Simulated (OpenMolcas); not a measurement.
# Run report: MoNCl4 (charge −2), single-point calculation (part 1 of 3)

The run: single-point calculation of MoNCl4, charge −2, multiplicity 4. Method and program: CASPT2/ANO-R1, sfX2C (OpenMolcas 26.06).

The geometry is that of the parent species in another charge or spin state. The geometry comes from this level: GFN2-xTB.

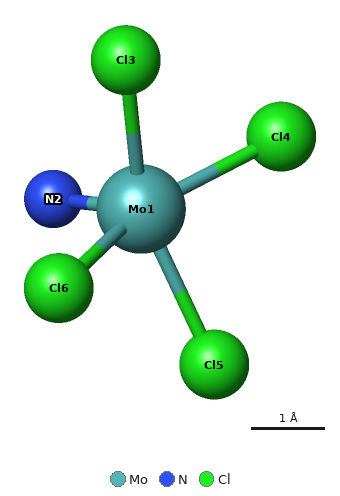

The structure as given in the input (ball-and-stick view, seen at a tilt; atoms are numbered from 1 in the order of the input). Sticks mark near contacts. Bond lengths as drawn: Cl–Mo 2.43 to 2.44 Å and Mo–N 1.72 Å.

**Input**
```
* Cl4MoN CASPT2
>>> EXPORT MOLCAS_PRINT=2

&GATEWAY
 COORD
 6
 angstrom
 Mo       0.000290      -0.000880       0.089110
 N        0.002370      -0.005110       1.804200
 Cl       2.368170       0.015490      -0.476260
 Cl      -0.014160       2.370090      -0.466250
 Cl      -2.369750      -0.011590      -0.470120
 Cl       0.013060      -2.367990      -0.480690
 BASIS
 ANO-R1
 GROUP
 NoSym
 RICD

&SEWARD

&RASSCF
 FILEORB
 $CurrDir/step2.RasOrb
 SPIN
 4
 NACTEL
 3 0 0
 INACTIVE
 58
 RAS2
 5
 ORBLISTING
 Nothing
 ORBAPPEAR
 Compact

&CASPT2
 IPEA
 0
 IMAGINARY
 0.3
```

Machine: 1 thread of Arm Neoverse V2, 24 GiB of memory available, shared host.

Run as:
```bash
export MOLCAS_MEM=1860
pymolcas step7.input > step7.log
```

**What the program printed**
```
--- Start Module: gateway ---

                                              &GATEWAY

                       available to each process: 1.9 GB of memory, 1 thread

++    Symmetry information:
      ---------------------

                    Character Table for C1

                             E
                    a        1  x, y, xy, Rz, z, xz, Ry, yz, Rx, I
--

++    Basis set information:
      ----------------------

      Basis set label: MO.ANO-R...6S4P3D1F.

      Electronic valence basis set:
      ------------------
      Associated Effective Charge  42.000000 au
      Associated Actual Charge     42.000000 au
      Nuclear Model: Finite nucleus - Gaussian distribution
        Gaussian exponent, Xi/bohr**(-2):  2.14585E+08

      Shell  nPrim  nBasis  Cartesian Spherical Contaminant
         s      23       6        X
         p      16       4        X
         d      12       3                 X
         f       6       1                 X

      Basis set label: N.ANO-R...3S2P1D.

      Electronic valence basis set:
      ------------------
      Associated Effective Charge   7.000000 au
      Associated Actual Charge      7.000000 au
      Nuclear Model: Finite nucleus - Gaussian distribution
        Gaussian exponent, Xi/bohr**(-2):  6.28656E+08

      Shell  nPrim  nBasis  Cartesian Spherical Contaminant
         s      13       3        X
         p       8       2        X
         d       4       1                 X

      Basis set label: CL.ANO-R...4S3P1D.

      Electronic valence basis set:
      ------------------
      Associated Effective Charge  17.000000 au
      Associated Actual Charge     17.000000 au
      Nuclear Model: Finite nucleus - Gaussian distribution
        Gaussian exponent, Xi/bohr**(-2):  3.84638E+08

      Shell  nPrim  nBasis  Cartesian Spherical Contaminant
         s      17       4        X
         p      11       3        X
         d       7       1                 X
--

++    Molecular structure info:
      -------------------------

                    ************************************************
                    **** Cartesian Coordinates / bohr, angstrom ****
                    ************************************************

     Center  Label                x              y              z                     x              y              z
        1      MO1              0.000548      -0.001663       0.168393              0.000290      -0.000880       0.089110
        2      N2               0.004479      -0.009657       3.409444              0.002370      -0.005110       1.804200
        3      CL3              4.475193       0.029272      -0.900001              2.368170       0.015490      -0.476260
        4      CL4             -0.026759       4.478821      -0.881085             -0.014160       2.370090      -0.466250
        5      CL5             -4.478178      -0.021902      -0.888398             -2.369750      -0.011590      -0.470120
        6      CL6              0.024680      -4.474853      -0.908372              0.013060      -2.367990      -0.480690

                    ***************************************
                    *    InterNuclear Distances / bohr    *
                    ***************************************

               1 MO1           2 N2            3 CL3           4 CL4           5 CL5           6 CL6
    1 MO1      0.000000
    2 N2       3.241063        0.000000
    3 CL3      4.600529        6.209679        0.000000
    4 CL4      4.601835        6.209351        6.329803        0.000000
    5 CL5      4.601762        6.210138        8.953525        6.330221        0.000000
    6 CL6      4.601025        6.211435        6.332004        8.953863        6.332843        0.000000

                    *******************************************
                    *    InterNuclear Distances / angstrom    *
                    *******************************************

               1 MO1           2 N2            3 CL3           4 CL4           5 CL5           6 CL6
    1 MO1      0.000000
    2 N2       1.715096        0.000000
    3 CL3      2.434495        3.286021        0.000000
    4 CL4      2.435186        3.285847        3.349588        0.000000
    5 CL5      2.435147        3.286263        4.738001        3.349809        0.000000
    6 CL6      2.434758        3.286950        3.350752        4.738180        3.351196        0.000000
--

            Nuclear Potential Energy           1035.19718051 au

--- Stop Module: gateway /rc=_RC_ALL_IS_WELL_ ---
--- Module gateway spent 3 seconds ---

--- Start Module: seward ---

                                              &SEWARD

                       available to each process: 1.9 GB of memory, 1 thread

               SEWARD will generate:
                  Multipole Moment integrals up to order  2
                  Kinetic Energy integrals
                  Nuclear Attraction integrals (finite nuclei - Gaussian type)
                  One-Electron Hamiltonian integrals
                  Velocity integrals
                  Relativistic X2C integrals
                  Orbital angular momentum around ( -0.0002   0.0004  -0.2418 )
                  Velocity quadrupole around ( -0.0002   0.0004  -0.2418 )
                  Atomic mean-field integrals
                  RI decomposed two-electron repulsion integrals stored Cholesky style
                   - acCD auxiliary basis
                   - CD Threshold:   1.00E-04

                   Integrals are discarded if absolute value <: 1.00E-14
                   Integral cutoff threshold is set to       <: 1.00E-16

            Nuclear Potential Energy           1035.19718051 au

      Basis set specifications :
      Symmetry species         a
      Basis functions          126

--- Stop Module: seward /rc=_RC_ALL_IS_WELL_ ---
--- Module seward spent 8 seconds ---

--- Start Module: rasscf ---

                                              &RASSCF

                       available to each process: 1.9 GB of memory, 1 thread

      Header of the ONEINT file:
      --------------------------

      OrdInt status: non-squared

      Cartesian coordinates in angstrom:
      -----------------------------------------------------
      No.  Label        X            Y            Z
      -----------------------------------------------------
       1   MO1        0.00029000  -0.00088000   0.08911000
       2   N2         0.00237000  -0.00511000   1.80420000
       3   CL3        2.36817000   0.01549000  -0.47626000
       4   CL4       -0.01416000   2.37009000  -0.46625000
       5   CL5       -2.36975000  -0.01159000  -0.47012000
       6   CL6        0.01306000  -2.36799000  -0.48069000
      -----------------------------------------------------
      Nuclear repulsion energy = 1035.19718051

++    Wave function specifications:
      -----------------------------

      Number of closed shell electrons         116
      Number of electrons in active shells       3
      Max number of holes in RAS1 space          0
      Max nr of electrons in RAS3 space          0
      Number of inactive orbitals               58
      Number of active orbitals                  5
      Number of secondary orbitals              63
      Spin quantum number                      1.5
      State symmetry                             1
--

++    Orbital specifications:
      -----------------------

      Symmetry species                           1
                                                 a
      Frozen orbitals                            0
      Inactive orbitals                         58
      Active orbitals                            5
      RAS1 orbitals                              0
      RAS2 orbitals                              5
      RAS3 orbitals                              0
      Secondary orbitals                        63
      Deleted orbitals                           0
      Number of basis functions                126
--

++    CI expansion specifications:
      ----------------------------

      Number of CSFs                            10
      Number of determinants                    10
      Number of root(s) required                 1
      Root chosen for geometry opt.              1
      CI root used                               1

      highest root included in the CI            1
      max. size of the explicit Hamiltonian     10
--

++    Optimization specifications:
      ----------------------------

      RASSCF algorithm: LK RI/DF
      Maximum number of macro iterations       200
      Maximum number of SX iterations          100
      Threshold for RASSCF energy            1.000E-08
      Threshold for max MO rotation          1.000E-01
      Threshold for max BLB element          1.000E-04
      Level shift parameter                  5.000E-01
      Make Quasi-Newton update
--

      The MO-coefficients are taken from the file:
      step2.RasOrb
      Title: RASSCF average (pseudo-natural) orbitals

      Total molecular charge   -2.00

      ************************************************************************************************************************
      *                                            Wave function control section                                             *
      ************************************************************************************************************************

                                         RASSCF iterations: Energy and convergence statistics
                                         ----------------------------------------------------

          iter iter root      energy       change     param      element    value   shift minimum  type update hh:mm:ss
 Nr of preliminary CI iterations:   1
      Total energies have been shifted. Add                -5000.00 au
        1   1    6    1  -944.51335570    0.00E+00  -1.02E-01*  38 118 1  2.96E-02*  0.57   0.00    SX    NO    0:00:01
        2   1    6    1  -944.51752220   -4.17E-03* -7.61E-02   59  72 1  8.69E-03*  0.56   0.00    SX    NO    0:00:00
        3   1    6    1  -944.51842449   -9.02E-04* -5.95E-02   59  72 1  4.44E-03*  0.55   0.00    SX    NO    0:00:00
        4   1    6    1  -944.51871555   -2.91E-04* -4.78E-02   57  61 1  2.61E-03*  0.55   0.00    SX    NO    0:00:00
        5   1    5    1  -944.51883988   -1.24E-04* -5.97E-02   57  61 1  2.04E-03*  0.55   2.50    LS   YES    0:00:00
        6   1    5    1  -944.51893163   -9.17E-05* -4.22E-02   53  69 1  1.67E-03*  0.55   1.80    LS   YES    0:00:00
        7   1    5    1  -944.51895403   -2.24E-05*  3.65E-02   53  69 1  1.56E-03*  0.55   1.14    QN   YES    0:00:00
        8   1    5    1  -944.51898377   -2.97E-05*  4.75E-02   57  61 1  1.20E-03*  0.55   2.50    LS   YES    0:00:00
        9   1    5    1  -944.51900071   -1.69E-05*  3.70E-02   47  61 1 -1.88E-03*  0.55   1.20    QN   YES    0:00:00
       10   1    5    1  -944.51901916   -1.84E-05*  1.69E-02   47  61 1 -6.48E-04*  0.55   1.48    LS   YES    0:00:00
       11   1    5    1  -944.51902131   -2.15E-06*  2.97E-03   53  63 1 -6.85E-04*  0.55   1.05    QN   YES    0:00:00
       12   1    5    1  -944.51902459   -3.27E-06*  3.35E-03   53  63 1 -4.39E-04*  0.55   2.14    LS   YES    0:00:00
       13   1    5    1  -944.51902590   -1.31E-06* -3.81E-03   57  61 1  2.06E-04*  0.55   1.02    QN   YES    0:00:00
       14   1    5    1  -944.51902664   -7.42E-07* -3.18E-03   53  63 1 -1.40E-04*  0.55   1.84    LS   YES    0:00:00
       15   1    5    1  -944.51902684   -2.00E-07* -5.96E-04   53  63 1 -1.23E-04*  0.55   1.02    QN   YES    0:00:00
       16   1    5    1  -944.51902707   -2.26E-07* -7.82E-04   57  59 1 -8.78E-05   0.55   2.32    LS   YES    0:00:00
       17   1    5    1  -944.51902719   -1.18E-07* -1.37E-03   57  59 1 -8.70E-05   0.55   1.07    QN   YES    0:00:00
       18   1    5    1  -944.51902729   -1.02E-07* -5.78E-03   57  59 1 -8.61E-05   0.55   2.50    QN   YES    0:00:00
       19   1    5    1  -944.51902768   -3.89E-07*  1.93E-03   38 118 1 -1.16E-04*  0.55   1.22    QN   YES    0:00:00
       20   1    5    1  -944.51902787   -1.96E-07*  4.39E-03   38 118 1 -1.14E-04*  0.55   2.20    QN   YES    0:00:00
       21   1    5    1  -944.51902841   -5.34E-07*  1.44E-03   53  63 1  1.40E-04*  0.55   1.14    QN   YES    0:00:00
       22   1    5    1  -944.51902876   -3.49E-07*  5.46E-03   39 113 1  1.57E-04*  0.55   1.98    QN   YES    0:00:00
       23   1    6    1  -944.51902960   -8.46E-07*  2.91E-03   53  69 1 -2.32E-04*  0.55   0.97    QN   YES    0:00:00
       24   1    6    1  -944.51902997   -3.66E-07*  2.16E-02   38 112 1 -3.13E-04*  0.55   2.50    QN   YES    0:00:00
       25   1    7    1  -944.51902996    4.02E-09   6.99E-03   53  63 1 -3.76E-04*  0.55   0.53    LS   YES    0:00:00
       26   1    6    1  -944.51903076   -7.96E-07*  1.01E-02   39 113 1  4.52E-04*  0.55   2.50    LS   YES    0:00:00
       27   1    6    1  -944.51903056    2.00E-07*  5.18E-03   39 113 1  4.75E-04*  0.55   0.42    QN   YES    0:00:00
       28   1    6    1  -944.51903127   -7.08E-07* -2.21E-03   39 113 1  2.07E-04*  0.55   1.59    QN   YES    0:00:00
       29   1    6    1  -944.51903178   -5.12E-07*  8.98E-03   39 113 1  2.95E-04*  0.55   1.44    QN   YES    0:00:00
       30   1    6    1  -944.51903303   -1.25E-06*  3.25E-03   53  69 1  1.71E-04*  0.55   0.90    QN   YES    0:00:00
       31   1    6    1  -944.51903302    1.73E-08*  1.91E-03   39 113 1  5.99E-04*  0.55   0.39    QN   YES    0:00:00
       32   1    6    1  -944.51903332   -3.04E-07*  2.84E-03   39 113 1  3.87E-04*  0.55   2.50    LS   YES    0:00:00
       33   1    6    1  -944.51903360   -2.76E-07*  2.76E-03   39 113 1  2.89E-04*  0.55   1.31    QN   YES    0:00:00
       34   1    6    1  -944.51903415   -5.55E-07* -3.95E-03   38 112 1 -1.43E-04*  0.55   1.21    QN   YES    0:00:00
       35   1    7    1  -944.51903486   -7.10E-07* -2.78E-03   62 113 1 -6.60E-05   0.55   1.09    QN   YES    0:00:00
       36   1    6    1  -944.51903525   -3.94E-07* -2.12E-02   39 113 1  1.28E-04*  0.55   1.11    QN   YES    0:00:00
       37   1    8    1  -944.51903503    2.26E-07* -1.29E-02   39 113 1 -9.77E-04*  0.55   0.64    QN   YES    0:00:00
       38   1    7    1  -944.51903590   -8.74E-07* -6.15E-03   39 113 1  9.63E-04*  0.55   0.51    LS   YES    0:00:00
       39   1    8    1  -944.51903581    8.80E-08* -2.52E-03   62 113 1 -1.60E-04*  0.55   0.41    LS   YES    0:00:00
       40   1    7    1  -944.51903591   -9.88E-08*  9.22E-04   39 113 1  3.72E-04*  0.55   0.58    QN   YES    0:00:00
       41   1    7    1  -944.51903607   -1.55E-07*  1.37E-03   39 113 1  1.66E-04*  0.55   2.50    LS   YES    0:00:00
       42   1    8    1  -944.51903611   -4.02E-08*  9.00E-04   62 113 1  1.35E-04*  0.55   0.69    QN   YES    0:00:00
       43   1    7    1  -944.51903619   -8.41E-08*  1.00E-03   39 113 1  1.26E-04*  0.55   1.48    QN   YES    0:00:00
       44   1    7    1  -944.51903624   -5.28E-08*  9.22E-04   38 112 1 -5.53E-05   0.55   1.36    QN   YES    0:00:00
       45   1    7    1  -944.51903628   -3.73E-08*  1.83E-03   38 112 1 -4.63E-05   0.55   1.61    QN   YES    0:00:00
       46   1    6    1  -944.51903633   -4.75E-08*  3.15E-04   50  63 1 -1.53E-05   0.55   0.97    QN   YES    0:00:00
       47   1    6    1  -944.51903633   -3.84E-09  -8.67E-04   39 113 1  4.38E-05   0.55   2.50    QN   YES    0:00:00
      Convergence after 47 iterations
       48   1    6    1  -944.51903634   -3.23E-09  -8.67E-04   62 125 1 -2.70E-05   0.55   2.50    QN   YES    0:00:00

      ************************************************************************************************************************
                                                      Wave function printout:
                       occupation of active orbitals, and spin coupling of open shells (u,d: Spin up or down)
      ************************************************************************************************************************

      Note: transformation to natural orbitals
      has been made, which may change the order of the CSFs.

      printout of CI-coefficients larger than  0.05 for root  1
      energy=   -5944.519036
      conf/sym  11111     Coeff  Weight
             2  uu0u0   0.99797 0.99595
             5  u0u0u   0.06367 0.00405

      Natural orbitals and occupation numbers for root  1
      sym 1:   1.000000   0.995946   0.004054   0.995946   0.004054

      ************************************************************************************************************************
      *                                                    Final results                                                     *
      ************************************************************************************************************************

++    Final optimization conditions:
      ------------------------------

      Average CI energy                           -5944.51903634
      RASSCF energy for state  1                  -5944.51903634
      Super-CI energy                                -0.00000000
      RASSCF energy change                           -0.00000000
      Max change in MO coefficients              -9.920E-04
      Max non-diagonal density matrix element    -8.671E-04
      Maximum BLB matrix element                 -2.696E-05
      (orbital pair  62, 125 in symmetry   1)
      Norm of electronic gradient            1.494E-04
--

      Final state energy(ies):
      ------------------------

::    RASSCF root number  1 Total energy:  -5944.51903634
      Von Neumann Entropy (Root   1) =  1.53805

      Mulliken population analysis for root number:  1
      -----------------------------------------------

++    Molecular charges:
      ------------------

      Mulliken charges per centre
      ---------------------------

                MO1     N2      CL3     CL4     CL5     CL6
      Total   41.1402  7.4726 17.5906 17.6029 17.5909 17.6027

      N-E      0.8598 -0.4726 -0.5906 -0.6029 -0.5909 -0.6027

      Total electronic charge=  119.000000

      Total            charge=   -2.000000
--
```
